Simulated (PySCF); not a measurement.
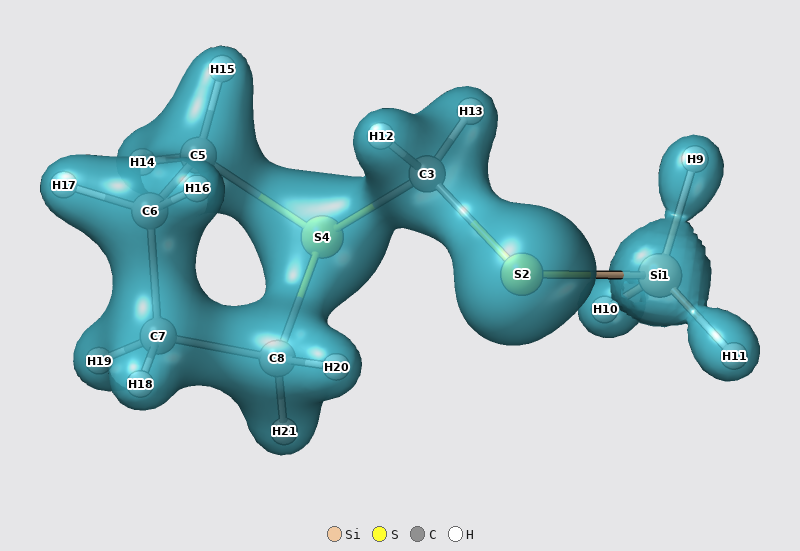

C5H13S2Si (charge +1). Isosurface of the total electron density at 0.8 e/Å³ (cyan), seen across its widest extent.

Geometry: GFN2-xTB.

All numbers below come from PBE0/pcSseg-1, SCF density, gas phase, non-relativistic (PySCF 2.14.0).

Input

```
{"job": {"kind": "nmr", "xc": "PBE0", "basis": "pcSseg-1"}, "charge": 1, "multiplicity": 1}
Si     3.861300     0.163959    -0.763208
S      2.238849     0.162298     0.716937
C      0.932946     1.067769    -0.122134
S     -0.212046    -0.029773    -1.123730
C     -1.817599     0.780780    -0.785390
C     -2.283818     0.236256     0.553444
C     -1.966883    -1.253195     0.523696
C     -0.521093    -1.383407     0.064764
H      4.073183     1.580973    -1.021504
H      3.255257    -0.520090    -1.902571
H      4.886615    -0.560040    -0.045670
H      0.324399     1.557851     0.632904
H      1.332743     1.787233    -0.831729
H     -2.480628     0.478014    -1.595501
H     -1.686138     1.859670    -0.816208
H     -1.754943     0.718413     1.376860
H     -3.349535     0.418638     0.683865
H     -2.088449    -1.708674     1.505309
H     -2.634099    -1.762766    -0.172571
H      0.199781    -1.252914     0.874558
H     -0.318761    -2.324050    -0.441645
```

Run with:

```sh
OMP_NUM_THREADS=1 python probes_run.py task.json out
```

### How is the density connected at this value?

At this value the surface falls into two separate pieces. It bridges the sampled C–C (1.52 Å), C–S (1.80 Å) and C–H (1.09 Å) contacts, where the density stays above the isovalue. It is pinched off along the sampled Si–S (2.20 Å) contacts. On the grid the lowest density along these lines, outside the cores, is 1.7 e/Å³ (C–C, 1.52 Å), 1.2 e/Å³ (C–S, 1.80 Å), 0.58 e/Å³ (Si–S, 2.20 Å) and 1.9 e/Å³ (C–H, 1.09 Å).
